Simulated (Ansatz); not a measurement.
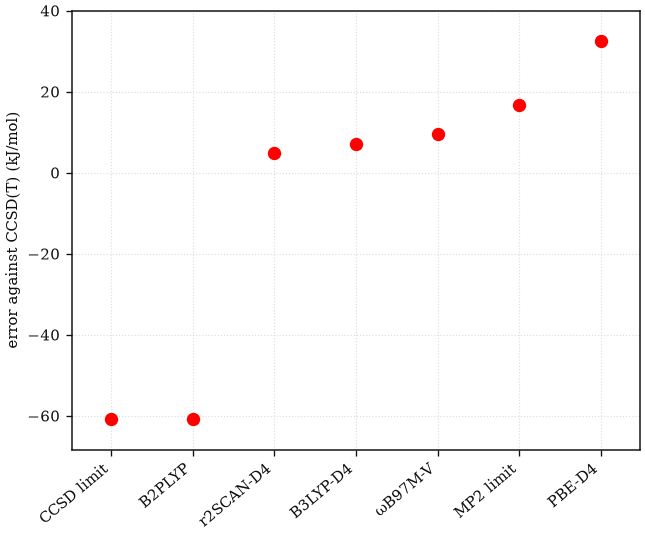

Error in the electronic atomisation energy (method less reference, so positive means overbinding) of C₃H₁₀Si₂, SMILES CC=C([SiH3])[SiH3]: functionals in def2-TZVPP against frozen-core CCSD(T) at the limit (MP2 extrapolated from triple and quadruple zeta, plus CCSD(T) less MP2 in a smaller set), which gives 5365.4 kJ/mol, at a PBE0-D4/def2-TZVP geometry (no frequency check), no zero-point or spin-orbit term, the Ansatz code 0.2.0. The reference leaves out core correlation, a term that grows with the number of heavy atoms. B2PLYP holds a correlation term that converges slowly with the basis, so part of the distance to the limit is basis error. No dispersion term is added to B2PLYP. Limit means the basis limit.

Question: Which of these levels overbind, and which underbind?

Answer: Overbind: PBE-D4. Underbind: CCSD limit and B2PLYP. Within 25 kJ/mol of zero, too close to call in view of what the reference leaves out: r2SCAN-D4, B3LYP-D4, ωB97M-V and MP2 limit.

Question: What range do the values span?

Answer: From −60.9 kJ/mol (CCSD limit) to 32.6 kJ/mol (PBE-D4).
